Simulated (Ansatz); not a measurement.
# H$_{2}$MgS$_{2}$ (SMILES [SH][Mg][SH]): what the fields show

Input

```
basis:
  gaussian: {orbitals: def2-TZVPD}
crystal:
  periodic: [false, false, false]
  atoms:
    - {symbol: Mg, position_ang: [-0.447374, 0.140097, 0.258620]}
    - {symbol: S, position_ang: [-2.630198, -0.052804, -0.459792]}
    - {symbol: S, position_ang: [1.716252, 0.370125, 1.022739]}
    - {symbol: H, position_ang: [-2.295082, 0.116152, -1.759927]}
    - {symbol: H, position_ang: [1.980261, -0.950993, 0.895498]}
hamiltonian: {xc: {name: PBE0}}
output: {forces: true, orbitals: {seedname: orbitals}}
```

Command:

```sh
ansatz run input.yaml --threads 2 --pin off --max-ram 5220MiB --events-out events.jsonl --progress --plain --runs-dir runs
```

Geometry: PBE0-D4/def2-SVP.

Level of theory: Ansatz 0.2.0, isolated molecule in a Gaussian basis; Kohn-Sham density functional theory, functional PBE0.

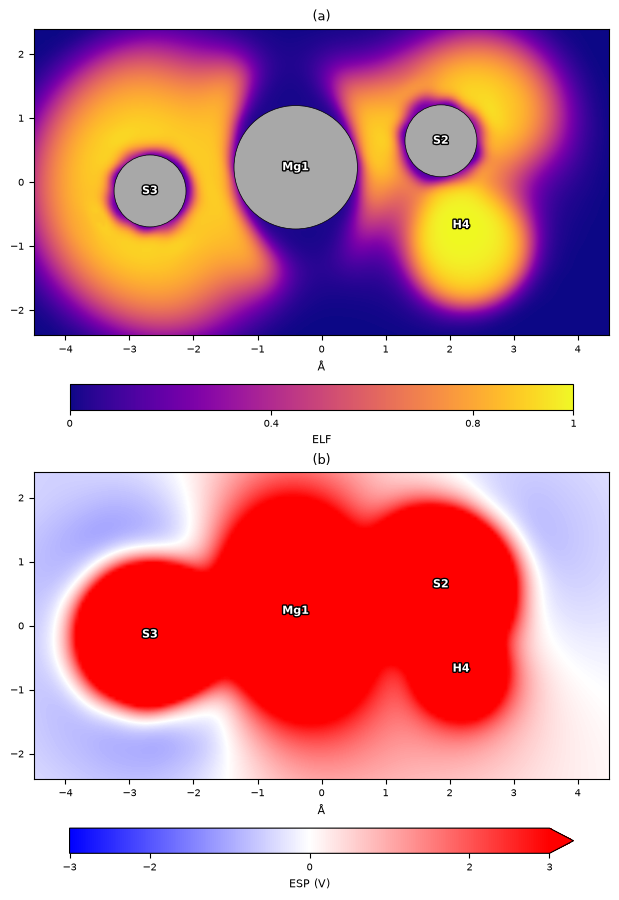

Figure 1. (a) ELF; (b) electrostatic potential on the plane of atoms Mg1, S2 and H4. Grey discs cover the atomic cores in the ELF map.

What does the map show?

Answer. The section cuts through Mg, S and H sites.
Mg–S (2.31 Å): the ELF peaks at about 0.90 in the valence shell of S, 1.0 Å from its nucleus, and falls to about 0.05 next to Mg; an ionic contact with no shared pair.
S–H (1.35 Å): the ELF climbs to about 1 towards the hydrogen, as it does in any bond to H.
Outside the dense part of the molecule the potential is most negative (−1.0 V) near S2 and S3.

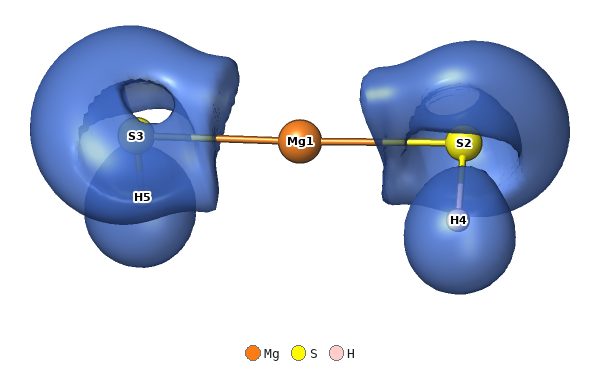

Figure 2. Isosurface of the electron localisation function at 0.8 (blue), seen at a tilt. Core shells and regions of very low density are left out.

What do the ELF domains correspond to?

Answer. At this value the surface marks out two regions around hydrogen nuclei and two regions wrapped around S (the valence shell of each).
